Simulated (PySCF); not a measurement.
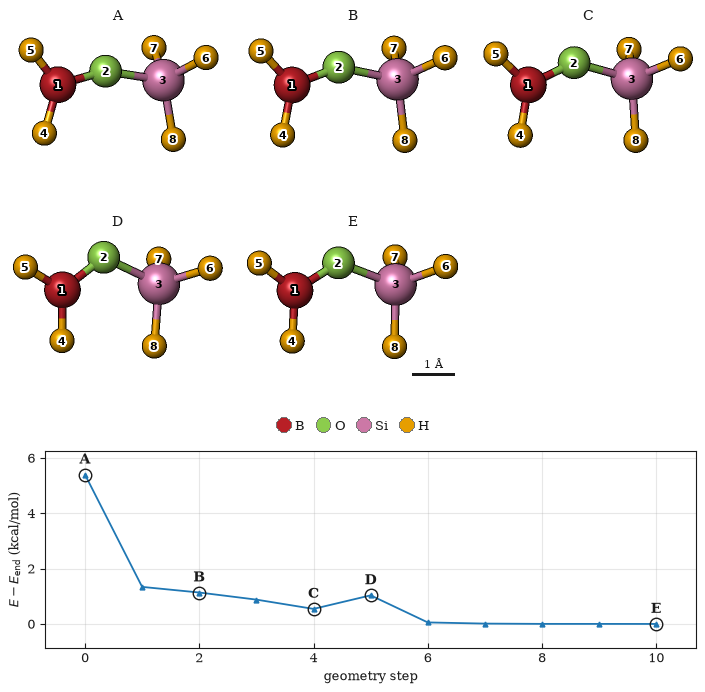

Frames of a relaxation of BSiH5O, marked on the history of the run. Style: ball-and-stick. Shown at a tilt.

The start comes from GFN2-xTB. Its atoms were then displaced at random by about 0.01 Å.

These are results of PySCF 2.14.0, density-fitted response routines, PBE0-D3(BJ)/def2-SVP geometry optimisation, gas phase, not measurements. 

Describe the path.

Answer. The largest move after the best rigid fit is that of H8, 0.38 Å. By element the largest moves are H 0.38 Å, O 0.35 Å, Si 0.09 Å, B 0.05 Å. Among the contacts that change: B1–H5 1.145 → 1.211 Å, O2–Si3 1.630 → 1.683 Å, Si3–H7 1.448 → 1.488 Å, Si3–H8 1.462 → 1.492 Å. Among the angles between lasting bonds that change: B1–O2–Si3 158.2° → 132.8°, H6–Si3–H7 114.9° → 110.1°, O2–Si3–H6 103.0° → 107.8°. Over 10 geometry steps the energy falls by 5.40 kcal/mol. The run took 12 s on 1 thread of Intel(R) Xeon(R) Platinum 8488C, on a shared host. From step 0 to 2: H5 moves most (0.14 Å), energy −4.26 kcal/mol. From step 2 to 4: O and H atoms move most (0.11 Å), energy −0.59 kcal/mol. From step 4 to 5: H atoms move most (0.33 Å), energy +0.49 kcal/mol. From step 5 to 10: H8 moves most (0.15 Å), energy −1.03 kcal/mol.

```json
{"step": "0", "E − E(0), kcal/mol": "0.00"}
{"step": "1", "E − E(0), kcal/mol": "-4.06"}
{"step": "2", "E − E(0), kcal/mol": "-4.26"}
{"step": "3", "E − E(0), kcal/mol": "-4.52"}
{"step": "4", "E − E(0), kcal/mol": "-4.85"}
{"step": "5", "E − E(0), kcal/mol": "-4.36"}
{"step": "6", "E − E(0), kcal/mol": "-5.34"}
{"step": "7", "E − E(0), kcal/mol": "-5.39"}
{"step": "8", "E − E(0), kcal/mol": "-5.40"}
{"step": "9", "E − E(0), kcal/mol": "-5.40"}
{"step": "10", "E − E(0), kcal/mol": "-5.40"}
```
